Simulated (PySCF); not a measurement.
```xyz
19

C    -4.6028    0.8728   -0.3730
C    -3.3414    0.2210   -0.1099
C    -2.2878   -0.3235    0.1099
Si   -0.6805   -1.1543    0.4559
O     0.5271   -0.3100   -0.2648
Si    1.0728    0.7552   -1.3370
S     3.1587    0.9592   -0.8957
Si    3.4066   -0.5683    0.5858
S     5.4957   -0.5866    1.0568
H    -5.2789    0.7241    0.4685
H    -5.0575    0.4547   -1.2707
H    -4.4481    1.9416   -0.5189
H    -0.6308   -2.4816   -0.1545
H    -0.3311   -1.1012    1.8740
H     0.4535    2.0504   -1.1258
H     0.9435    0.2039   -2.6747
H     3.0773   -1.8795    0.0528
H     2.6793   -0.2331    1.7989
H     5.8346    0.4645    0.3302
```

Geometry: GFN2-xTB.

All numbers below come from PBE0/pcSseg-1, SCF density, gas phase, non-relativistic (PySCF 2.14.0).

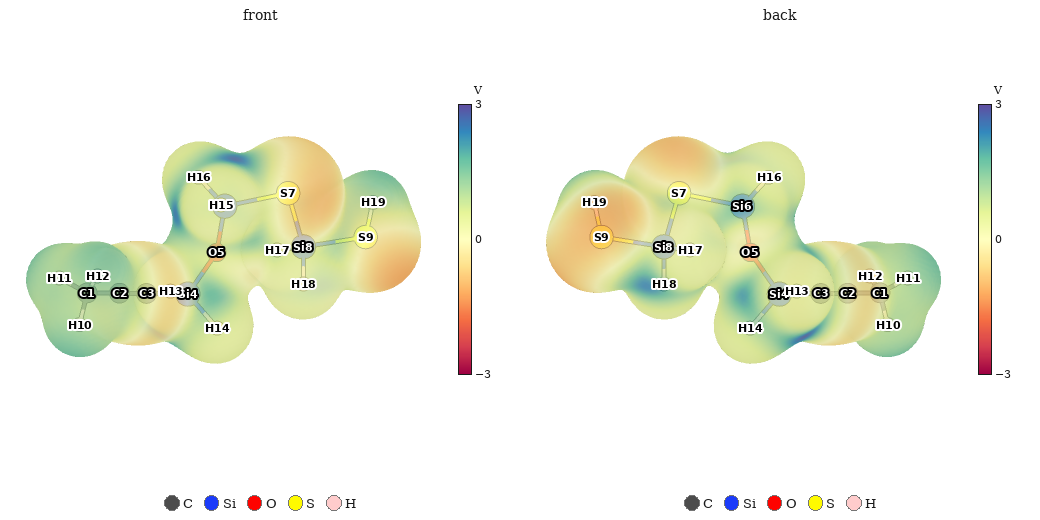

C3H10OS2Si3 (SMILES CC#C[SiH2]O[SiH2]S[SiH2]S). The electrostatic potential painted on the density surface at 0.004 e/bohr³, seen from the front and from behind; red is negative and blue positive.

**Which sites attract a positive test charge, and which a negative one?**

A positive charge is drawn to the negative regions and a negative charge to the positive ones. The most negative region (about −1.2 V) lies over S9, the most positive (about +2.5 V) over Si4, Si6 and Si8.

**What dipole moment does the calculation give?**

Its dipole moment is 5.24 D.
